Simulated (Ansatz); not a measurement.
H16SO10: several calculations on one system

Part 1: Relaxation

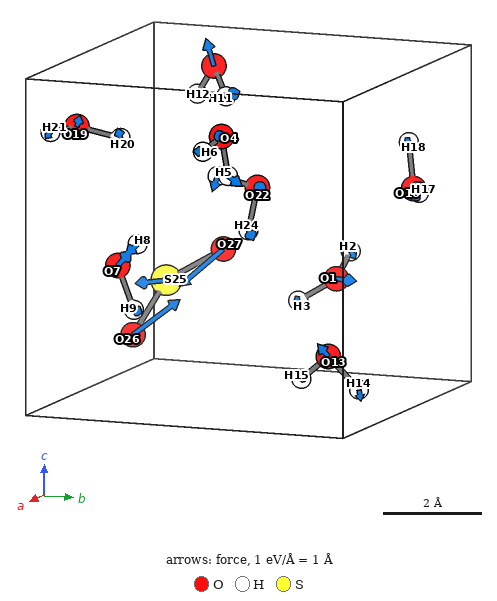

Starting geometry of an amorphous cell of composition H$_{16}$SO$_{10}$ with the computed forces as blue arrows. The picture is a ball-and-stick view of the cell of the calculation (origin shifted), seen slightly off an axis.

The cell holds 8 H2O + 1 SO2. The run prepares the start of a later molecular dynamics calculation, from a guessed geometry.

Theory: DFT PBE-D3(BJ), scalar-relativistic, plane waves, PAW (Ansatz).

Input
```yaml
accuracy: low
crystal:
  lattice:
    - [7.016289, 0.0, 0.0]
    - [0.0, 7.016289, 0.0]
    - [0.0, 0.0, 7.016289]
  atoms:
    - { symbol: O, position: [0.44096, 0.4591084, 0.8328735] }
    - { symbol: H, position: [0.3170005, 0.4540632, 0.8934133] }
    - { symbol: H, position: [0.4479165, 0.3413611, 0.7611542] }
    - { symbol: O, position: [0.2780675, 0.4353332, 0.395187] }
    - { symbol: H, position: [0.2233071, 0.4337435, 0.2684777] }
    - { symbol: H, position: [0.414226, 0.4314545, 0.372775] }
    - { symbol: O, position: [0.019215, 0.0037176, 0.9390037] }
    - { symbol: H, position: [0.0865603, 0.093094, 1.0198304] }
    - { symbol: H, position: [0.0294854, 0.0585784, 0.8127449] }
    - { symbol: O, position: [0.7759566, 0.2083159, 0.5046635] }
    - { symbol: H, position: [0.8684401, 0.2836855, 0.4352179] }
    - { symbol: H, position: [0.7151137, 0.1319163, 0.4071047] }
    - { symbol: O, position: [0.9891453, 0.6551296, 0.7080693] }
    - { symbol: H, position: [1.0096279, 0.7599381, 0.6205929] }
    - { symbol: H, position: [0.945158, 0.5522531, 0.6272113] }
    - { symbol: O, position: [0.5613252, 0.750984, 0.1409972] }
    - { symbol: H, position: [0.6822188, 0.8164765, 0.1533235] }
    - { symbol: H, position: [0.5257803, 0.7217116, 0.2711362] }
    - { symbol: O, position: [0.130215, 0.9196949, 0.3648203] }
    - { symbol: H, position: [0.1257496, 1.055299, 0.3393634] }
    - { symbol: H, position: [0.2651665, 0.8909724, 0.369245] }
    - { symbol: O, position: [0.8798963, 0.3873179, 0.1735261] }
    - { symbol: H, position: [0.9785439, 0.3017244, 0.2182351] }
    - { symbol: H, position: [0.862909, 0.3524048, 0.0410535] }
    - { symbol: S, position: [0.4047483, 0.9081242, 0.7850222] }
    - { symbol: O, position: [0.5563855, 0.8646392, 0.645692] }
    - { symbol: O, position: [0.4090286, 1.0899359, 0.8909649] }
basis:
  ecutwfc: 420.0
kpoints:
  mp_grid: { grid: [1, 1, 1] }
hamiltonian:
  xc: pbe
  dispersion: d3bj
scf:
  occupations: { method: fermi_dirac, width: 0.02 }
  lower_state_search: "off"
relax:
  f_tol: 0.3
  max_steps: 15
  adjacent_minimum: "off"
```

Command:
```bash
ansatz run input.yaml --threads 1 --pin off --max-ram 3072MiB --backend cpu --events-out ev --progress --plain --runs-dir out
```

What follows when this structure is relaxed?

It isn't relaxed: the largest force vector, on O26, is 1.30 eV/Å. The final displacements have little in common with the starting forces (cosine between the two patterns 0.22). After 12 accepted moves (13 points after the start) the energy has fallen by 3.067 eV per cell of the calculation. Largest force component: 0.87 eV/Å at the start, 0.2 eV/Å at the end. 1 step only repeated the SCF at the same geometry. The largest move is that of H24, 1.46 Å roughly along [0 1 1]. By element the largest moves are H 1.46 Å, O 1.16 Å, S 0.52 Å. The cell stays as it was. Among the contacts that change: O22–H23 0.969 → 0.997 Å, O10–H11 0.969 → 0.990 Å, S25–O26 1.477 → 1.464 Å, S25–O27 1.477 → 1.466 Å. Bond angles that change, for instance: O26–S25–O27 119.8° → 115.5°, H23–O22–H24 104.0° → 106.9°. The run took 16 s on 1 thread of Intel(R) Xeon(R) 6975P-C (Granite Rapids) (shared host), peak memory 0.46 GiB.

Limits of the set-up: the program's low-accuracy preset was used; the periodic images lie only 7.0 Å apart, so the values are limited by the cell's size.

Part 2: Dynamics

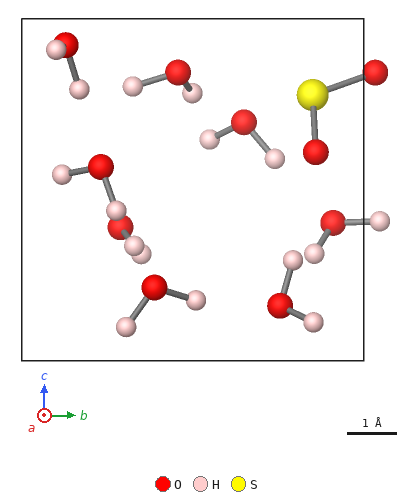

Starting frame of a dynamics run of a periodic cell with 8 H2O + 1 SO2 at 1.001 g/cm³. A ball-and-stick model of the simulation cell, seen along the a axis.

Computed with DFT PBE-D3(BJ), scalar-relativistic, plane waves, PAW (Ansatz).

Input file:
```yaml
accuracy: low
crystal:
  lattice:
    - [7.016289, 0.0, 0.0]
    - [0.0, 7.016289, 0.0]
    - [0.0, 0.0, 7.016289]
  atoms:
    - { symbol: O, position: [0.3858011, 0.45652388, 0.84300811] }
    - { symbol: H, position: [0.26649479, 0.49844865, 0.78269051] }
    - { symbol: H, position: [0.40161093, 0.324425, 0.80215607] }
    - { symbol: O, position: [0.23603831, 0.28825632, 0.39064266] }
    - { symbol: H, position: [0.1351646, 0.34916149, 0.31225125] }
    - { symbol: H, position: [0.3569413, 0.3285003, 0.33624123] }
    - { symbol: O, position: [-0.06090844, 0.12820331, 0.92302595] }
    - { symbol: H, position: [0.07435614, 0.10030373, 0.90950083] }
    - { symbol: H, position: [-0.10177226, 0.1680372, 0.79385783] }
    - { symbol: O, position: [0.78777043, 0.23119504, 0.56680773] }
    - { symbol: H, position: [0.82683954, 0.27614208, 0.43893822] }
    - { symbol: H, position: [0.71122013, 0.11766767, 0.54447866] }
    - { symbol: O, position: [1.05564835, 0.64927926, 0.69745774] }
    - { symbol: H, position: [1.07257874, 0.73960813, 0.59073855] }
    - { symbol: H, position: [0.97417229, 0.54901855, 0.64730887] }
    - { symbol: O, position: [0.72522032, 0.75507101, 0.16106576] }
    - { symbol: H, position: [0.81255438, 0.85256099, 0.11253047] }
    - { symbol: H, position: [0.70610346, 0.79257839, 0.29388042] }
    - { symbol: O, position: [0.13217884, 0.91024329, 0.40336341] }
    - { symbol: H, position: [0.17060327, 1.04662191, 0.40818389] }
    - { symbol: H, position: [0.22117914, 0.85487053, 0.31310902] }
    - { symbol: O, position: [0.90360165, 0.38751331, 0.21441946] }
    - { symbol: H, position: [0.90560214, 0.3048898, 0.09891243] }
    - { symbol: H, position: [0.84298254, 0.50902542, 0.17691873] }
    - { symbol: S, position: [0.45086329, 0.85023282, 0.77743494] }
    - { symbol: O, position: [0.57518724, 0.8593872, 0.61005112] }
    - { symbol: O, position: [0.37411465, 1.03321189, 0.84272483] }
basis:
  ecutwfc: 420.0
kpoints:
  mp_grid: { grid: [1, 1, 1] }
hamiltonian:
  xc: pbe
  dispersion: d3bj
scf:
  occupations: { method: fermi_dirac, width: 0.02 }
  lower_state_search: "off"
md:
  timestep: 0.5
  n_steps: 300
  ensemble: nvt_langevin
  temperature: 350.0
  initial_velocities: maxwell_boltzmann
  seed: 509764
  friction: 0.02
```

Launched with:
```bash
ansatz run input.yaml --threads 1 --pin off --max-ram 3072MiB --backend cpu --events-out ev --progress --plain --runs-dir out
```

### What does the trajectory do?

Over the second half the temperature averages 298 K (spread ±42 K). The potential energy is still drifting at the end, so the run hasn't reached equilibrium. The potential energy in the second half lies on average 36.4 meV per atom above the first frame. In the second half of the run the atoms are, in the root-mean-square, this far from where they began (common drift taken out): H 0.41 Å, S 0.34 Å, O 0.31 Å. The heavy atoms stay within a fraction of a molecule's size of their starting places; so short a run doesn't tell a liquid from a solid.

Along the run (each row but the first and the last is the mean over the interval that it begins):

```csv
time (fs),potential energy (meV/atom),T (K)
0.0,0.0,337
18.5,32.2,239
37.0,33.4,272
55.5,31.9,283
74.0,31.9,247
92.5,32.5,299
111.0,34.7,335
129.5,44.5,308
148.0,52.3,288
```

The paths of the atoms:

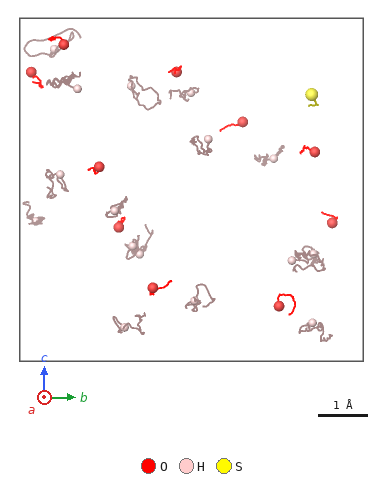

Limits of the set-up: the program's low-accuracy preset was used; the periodic images lie only 7.0 Å apart, so the values are limited by the cell's size.

Cost: 4.8 min on 1 thread of Intel(R) Xeon(R) 6975P-C (Granite Rapids), on a shared host, peak memory 0.47 GiB.

Part 3: Dynamics

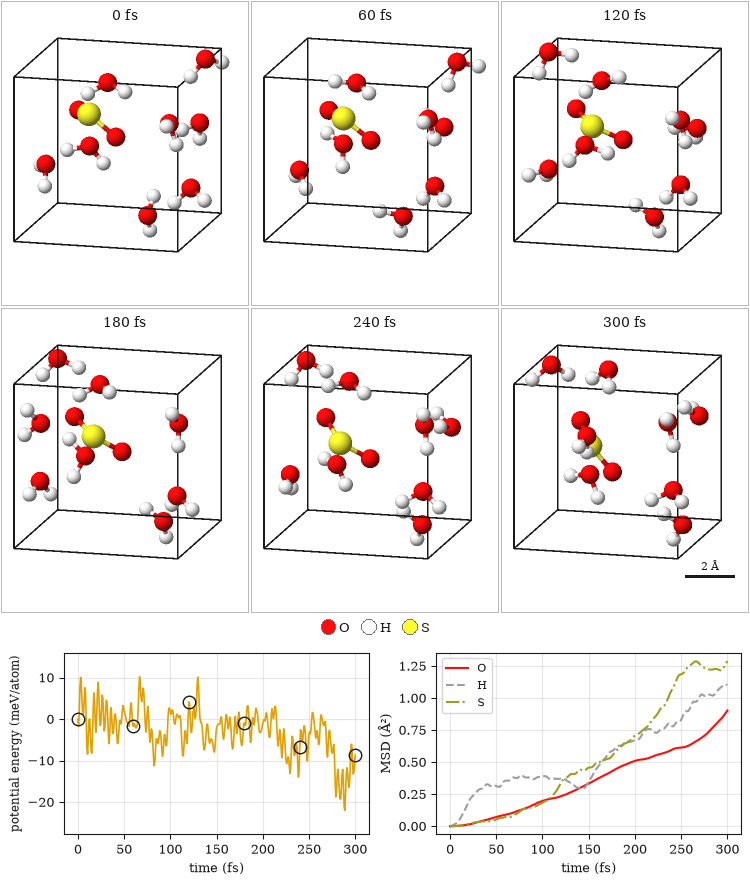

First-principles dynamics of a periodic cell with 8 H2O + 1 SO2 at 1.001 g/cm³, 300 fs long. It starts from the last geometry of an earlier run, with fresh velocities. Frames and the history of the run. Style: ball-and-stick. Shown: the simulation cell, from a free direction. Atoms that leave the cell re-enter on the other side.

These are results of Ansatz, DFT PBE-D3(BJ), scalar-relativistic, plane waves, PAW, not measurements. Settings: plane-wave cutoff 420 eV; k-point mesh 1 × 1 × 1; Fermi-Dirac smearing 0.02 eV; low-accuracy preset; constant energy (NVE); velocities drawn for 350 K; time step 0.75 fs.

### What do the frames and curves show?

Over the second half the temperature averages 391 K (spread ±43 K). The potential energy is still drifting at the end, so the run hasn't reached equilibrium. The potential energy in the second half lies on average 4.9 meV per atom below the first frame. Root-mean-square distances from the starting positions over the second half, with the common drift of all atoms taken out: S 0.95 Å, H 0.88 Å, O 0.75 Å. The heavy atoms stay within a fraction of a molecule's size of their starting places; so short a run doesn't tell a liquid from a solid. The total energy stays between −0.13 and 0.66 meV per atom of its start. A straight-line fit has a slope that amounts to +0.024 meV per atom over 300 fs (under 0.1 % of the mean kinetic energy), and the ripple about it is 2.7 % of the kinetic energy's fluctuation. With a drift under 2 % and a ripple under 7 %, the integration is accurate.

Limits of the set-up: the program's low-accuracy preset was used; the periodic images lie only 7.0 Å apart, so the values are limited by the cell's size.

The run took 6.3 min on 1 thread of Intel(R) Xeon(R) 6975P-C (Granite Rapids), with other jobs on the host, peak memory 0.47 GiB.
